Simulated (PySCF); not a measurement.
**One shape, several levels: BN (boron nitride)**

Aim: a comparison of 4 runs (UPBE/pcseg-0, UPBE/pcseg-1, UPBE/pcseg-2, UPBE/pcseg-3) of BN (boron nitride). 

The calculation is run with PySCF 2.14.0.

## (1) Starting point

The species is BN (2 atoms), meant as a triplet with charge 0. SMILES: `B#N`. The shape is that of a GFN2-xTB optimisation.

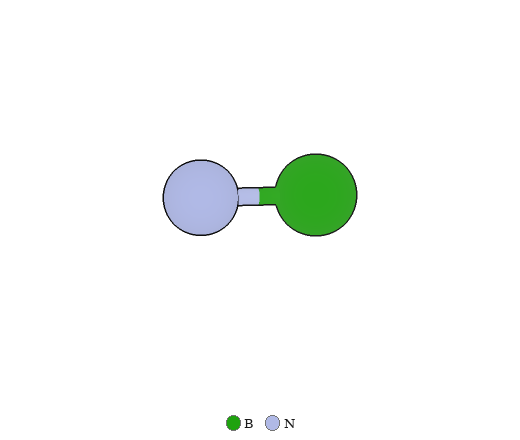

The structure, seen from a chosen angle (boron green, nitrogen light blue).

## (2) A single-point energy at UPBE/pcseg-0 (run 1)

Contents of calc.py:

```python
from pyscf import gto, dft

mol = gto.M(
    atom='''
B      0.000000     0.000000     0.000000
N      0.000000     0.000000     2.396985
''',
    charge=0,
    basis='pcseg-0',
    spin=2,
    max_memory=1860,
    verbose=3,
    unit='bohr',
)

mf = dft.UKS(mol)
mf.xc = 'pbe'
mf.conv_tol = 1e-10
mf.grids.level = 4
mf.kernel()
if not mf.converged:
    mf = mf.newton().run(mf.mo_coeff, mf.mo_occ)

etot = mf.e_tot
print('E = %.10f Eh' % etot)
```

The run is started by

```
$ OMP_NUM_THREADS=1 python calc.py
```

Output:

```text
WARN: HOMO -0.227529010036695 >= LUMO -0.314415075450359

converged SCF energy = -79.1038502992082  <S^2> = 2.0019099  2S+1 = 3.001273
E = -79.1038502992 Eh
```

It took 1.6 s on 1 thread of Arm Neoverse V1, shared host; peak memory 0.16 GiB.

## (3) The energy at UPBE/pcseg-1 (run 2)

Contents of input.py:

```python
from pyscf import gto, dft

mol = gto.M(
    atom='''
B      0.000000     0.000000     0.000000
N      0.000000     0.000000     2.396985
''',
    unit='bohr',
    verbose=3,
    spin=2,
    max_memory=1860,
    charge=0,
    basis='pcseg-1',
)

mf = dft.UKS(mol)
mf.xc = 'pbe'
mf.grids.level = 4
mf.conv_tol = 1e-10
mf.kernel()
if not mf.converged:
    mf = mf.newton().run(mf.mo_coeff, mf.mo_occ)

e_final = mf.e_tot
print('Final energy', e_final)
```

The run is started by

```
$ OMP_NUM_THREADS=1 python input.py
```

Output:

```text
WARN: HOMO -0.230784972740373 >= LUMO -0.321275468086459

converged SCF energy = -79.2911011585898  <S^2> = 2.0027385  2S+1 = 3.0018251
Final energy -79.29110115858975
```

Run time: 2 s. Hardware: 1 thread of Arm Neoverse V1, shared host; peak memory 0.18 GiB.

Run 3 isn't shown in full; the table further down has it.

## (4) The energy at UPBE/pcseg-3 (run 4)

Contents of run.py:

```python
from pyscf import gto, dft

mol = gto.Mole()
mol.atom = [
    ('B', (0.000000, 0.000000, 0.000000)),
    ('N', (0.000000, 0.000000, 1.268430)),
]
mol.verbose = 3
mol.basis = 'pcseg-3'
mol.max_memory = 1860
mol.spin = 2
mol.build()

myscf = dft.UKS(mol)
myscf.xc = 'pbe'
myscf.grids.level = 4
myscf.conv_tol = 1e-10
myscf.kernel()
if not myscf.converged:
    myscf = myscf.newton().run(myscf.mo_coeff, myscf.mo_occ)

energy = myscf.e_tot
print('E = %.10f Eh' % energy)
```

The run is started by

```
$ OMP_NUM_THREADS=1 python run.py
```

Output:

```text
WARN: HOMO -0.23432271994662 >= LUMO -0.327344816824841

converged SCF energy = -79.3389298143746  <S^2> = 2.0039747  2S+1 = 3.0026487
E = -79.3389298144 Eh
```

Run time: 11 s. Hardware: 1 thread of Arm Neoverse V1, shared host; peak memory 0.57 GiB.

## (5) All runs side by side

```csv
run,level,energy (Eh),dipole moment (D),HOMO energy (eV),LUMO energy (eV),wall time
1,UPBE/pcseg-0,-79.103850,1.72,-7.57,-7.15,1.6 s
2,UPBE/pcseg-1,-79.291101,1.75,-7.54,-6.94,2 s
3,UPBE/pcseg-2,-79.333171,1.87,-7.61,-6.95,3.9 s
4,UPBE/pcseg-3,-79.338930,1.88,-7.62,-6.96,11 s
```

Convergence of the total energy of triplet BN with the basis set, against the last point:

```csv
basis set,from the last (mEh),wall time
pcseg-0,+235.080,1.6 s
pcseg-1,+47.829,2 s
pcseg-2,+5.759,3.9 s
pcseg-3,+0.000,11 s
```

Convergence of the dipole moment of triplet BN with the basis set, against the last point:

```csv
basis set,from the last (D),wall time
pcseg-0,-0.1595,1.6 s
pcseg-1,-0.1380,2 s
pcseg-2,-0.0098,3.9 s
pcseg-3,+0.0000,11 s
```

## (6) Outcome

| quantity | value |
| --- | --- |
| run 4: total energy | -79.33893 Eh |
| run 4: dipole moment | 1.88 D |
| run 4: HOMO energy (highest over α and β) | -7.62 eV |
| run 4: LUMO energy (lowest over α and β) | -6.96 eV |
| run 4: ⟨S²⟩ | 2.004 |

**Reading.** For the total energy of triplet BN to stay within 10 mEh of the last point, pcseg-2 is the first point of the series from which all later ones do (3.9 s against 11 s). For the dipole moment of triplet BN to stay within 0.1 D of the last point, pcseg-2 is the first point of the series from which all later ones do (3.9 s against 11 s). For the dipole moment of triplet BN to stay within 0.02 D of the last point, pcseg-2 is the first point of the series from which all later ones do (3.9 s against 11 s). The dipole moment (its size) runs from 1.72 D (UPBE/pcseg-0) to 1.88 D (UPBE/pcseg-3). All runs together took 19 s, the longest 11 s.
